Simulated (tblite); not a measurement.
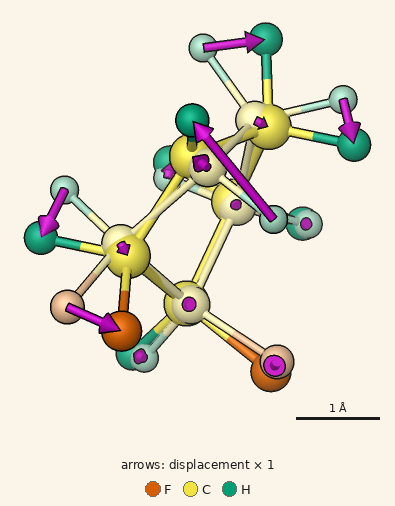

A relaxation of C$_{5}$H$_{7}$F$_{2}$ (multiplicity 2). The starting structure is drawn faded, the final one solid; purple arrows show the displacements, at their true length. The two geometries are superimposed by the best rigid fit.

Style: ball-and-stick. Shown from a free direction.

Method: GFN2-xTB geometry optimisation, gas phase (tblite). 

### Atoms of which element are displaced furthest, and by how much?

Hydrogen: up to 1.59 Å, against 0.75 Å for fluorine.

### What did the optimiser do to the structure, and how much energy did it gain?

The energy falls by 91.6 kJ/mol in 73 geometry steps. The atom that moves furthest after the best rigid fit is an H atom (1.59 Å). Largest moves by element: H 1.59 Å, F 0.75 Å, C 0.31 Å. Near-neighbour distances that change, for instance: C–H 1.119 → 1.071 Å, C–C 1.525 → 1.478 Å, C–C 1.508 → 1.545 Å, C–F 1.349 → 1.382 Å. Bond angles that change, for instance: C–C–H 107.3° → 124.9°, C–C–H 108.7° → 122.8°, C–C–C 98.8° → 111.4°. The run took 0.31 s on 1 thread of Arm Neoverse V2, on a shared host.
